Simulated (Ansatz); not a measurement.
Relaxed Sr (fcc, Cu type):

```xyz
2
Lattice="0.0000 6.0289 6.0289 3.0145 0.0000 3.0145 3.0145 3.0145 0.0000" Properties=species:S:1:pos:R:3 pbc="T T T"
Sr     0.0000     0.0000     0.0000
Sr     3.0145     3.0145     6.0289
```

The atoms are displaced by Q × the pattern below (from a DFPT mode at L = (0.5, 0.0, 0.0), largest move 1; Q in Å), at fixed cell. (q is in reciprocal vectors of the primitive cell; the cell shown is doubled to hold the pattern.)

| atom | x | y | z |
|---|---|---|---|
| Sr1 | -0.577 | 0.577 | 0.577 |
| Sr2 | 0.577 | -0.577 | -0.577 |

Method: PBE (plane waves to 420 eV, PAW, scalar-relativistic; Ansatz, a program for electronic structure). k mesh 13×13×13 (Γ-centred), Fermi-Dirac smearing 0.05 eV. Energies are smeared free energies. With partly filled bands, energies and forces of such displacements shift with the k mesh and the smearing. Sr was relaxed with its symmetry unable to fall. The PAW data are Ansatz's earlier set. The zero of ΔE is the undisplaced structure.

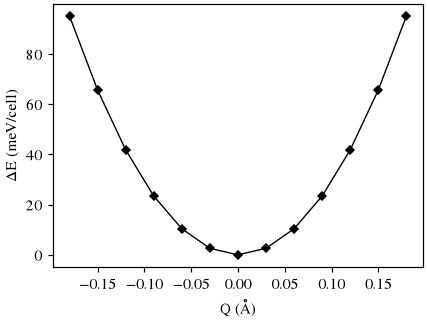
Fig. 1. ΔE (meV/cell) against Q (Å); one marker a computed point.

Problem. What is the energy change at Q = 0.180 Å?

Solution. About 95 meV/cell.

Problem. What harmonic wavenumber does the curvature at Q = 0 give?

Solution. About 95 cm⁻¹.

(For displaced atoms, the force is minus the slope of the energy, and its curvature is a force constant, which sets phonon frequencies.)
